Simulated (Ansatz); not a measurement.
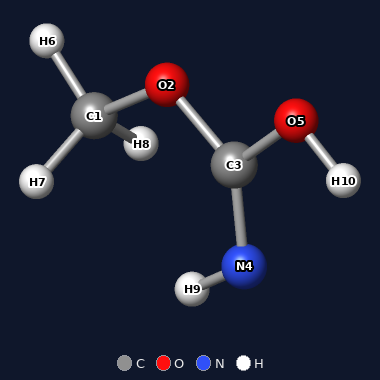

The system is C2H5NO2, SMILES COC(=N)O; the picture shows the reference structure. The first coordinate is: angle O2–C3–O5; the second: dihedral O2–C3–O5–H10. Nothing is relaxed (all other coordinates rigid). The scan uses a 9 × 9 grid; 40 points were computed and 32 follow by symmetry. At 9 points there is no value. Points are written as (first, second). Energies are in kJ/mol, from the lowest grid point. Method: Ansatz, RKS PBE0-D4/def2-TZVP.

Its coordinates:

```xyz
10

C    -1.3758   -0.3823   -0.0256
O    -0.4397    0.4850   -0.6292
C     0.8159    0.4087   -0.1812
N     1.3270   -0.3238    0.7130
O     1.5474    1.2928   -0.8625
H    -2.3286   -0.1817   -0.5105
H    -1.4652   -0.1823    1.0463
H    -1.1022   -1.4298   -0.1831
H     0.6610   -0.9479    1.1498
H     2.4432    1.2102   -0.5142
```

Range: angle O2–C3–O5 from 62.8 to 152.8°; dihedral O2–C3–O5–H10 from −180 to 140°.

### Predict the map.

The lowest grid point is at (107.8°, −180°). Other grid points that lie below all their neighbours: (107.8°, −20°) (18 kJ/mol higher). The highest grid point, (152.8°, −100°), lies 1114 kJ/mol above the lowest.

| dihedral O2–C3–O5–H10 ↓, angle O2–C3–O5 → | 62.8 | 74.1 | 85.3 | 96.6 | 107.8 | 119.1 | 130.3 | 141.6 | 152.8 |
| --- | --- | --- | --- | --- | --- | --- | --- | --- | --- |
| 140 | – | 441 | 178 | 55 | 17 | 49 | 171 | 457 | 1101 |
| 100 | – | 499 | 220 | 85 | 40 | 68 | 186 | 470 | 1114 |
| 60 | – | 526 | 225 | 83 | 36 | 62 | 181 | 465 | 1108 |
| 20 | – | 561 | 217 | 65 | 18 | 47 | 168 | 454 | 1097 |
| −20 | – | 561 | 217 | 65 | 18 | 47 | 168 | 454 | 1097 |
| −60 | – | 526 | 225 | 83 | 36 | 62 | 181 | 465 | 1108 |
| −100 | – | 499 | 220 | 85 | 40 | 68 | 186 | 470 | 1114 |
| −140 | – | 441 | 178 | 55 | 17 | 49 | 171 | 457 | 1101 |
| −180 | – | 404 | 151 | 34 | 0 | 35 | 158 | 444 | 1088 |

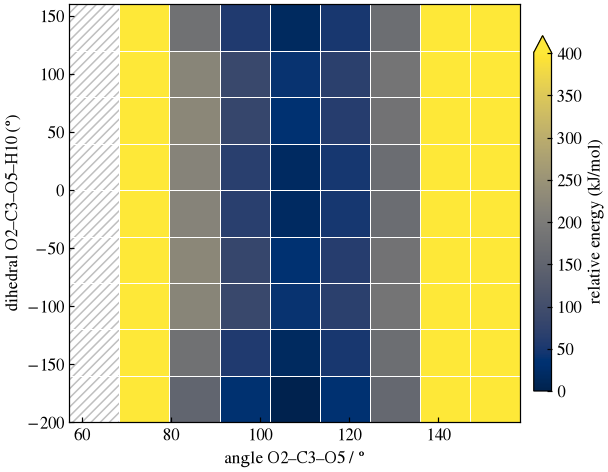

Drawn: one coloured cell a grid point, one colour for all values above the top of the scale, hatched blanks where no value was computed.

The whole map (40 points run) took 10 min on 1 thread of Arm Neoverse N1, with other jobs on the host.
